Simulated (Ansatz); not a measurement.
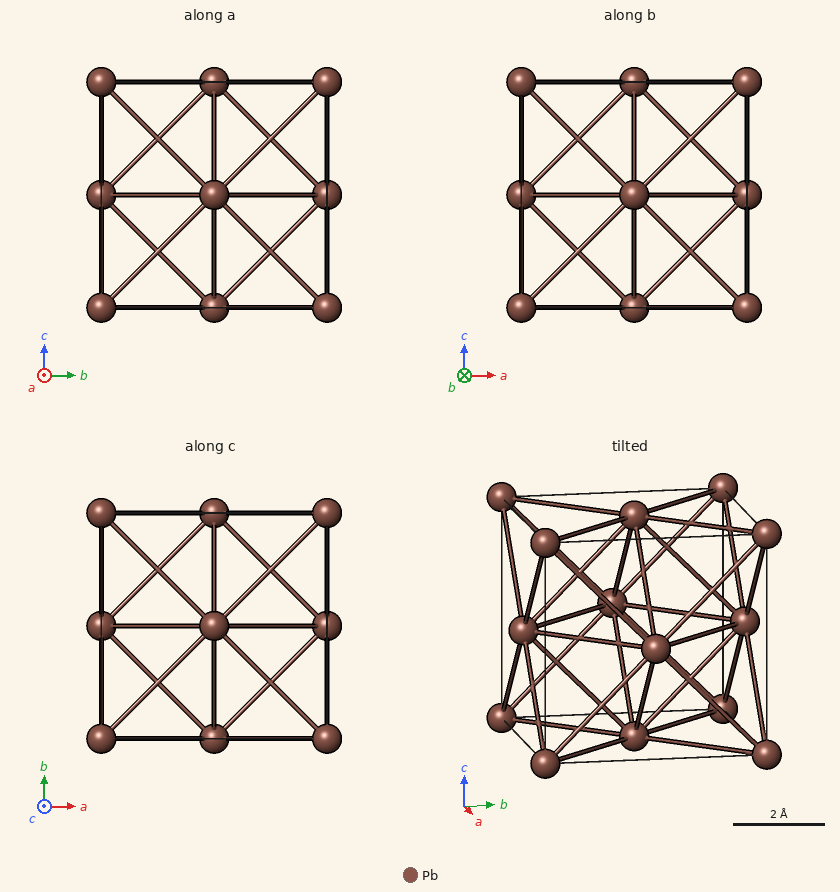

The image is a ball-and-stick drawing of a crystal, viewed along the a axis, along the b axis, along the c axis and slightly off an axis. The lines enclose the conventional unit cell; boundary atoms appear with their images.

Lattice parameters: a = 4.994 Å, b = 4.994 Å, c = 4.994 Å, α = 90.00°, β = 90.00°, γ = 90.00°.

> Express the structure as a table of Wyckoff sites.

Space group Fm-3m (No. 225).
| atom | site | x | y | z |
| --- | --- | --- | --- | --- |
| Pb | 4a | 0.0000 | 0.0000 | 0.0000 |

Its origin is the standard structure of this element. Earlier steps of the study may have refined or changed the cell and positions. It was the input of a calculation with Ansatz.
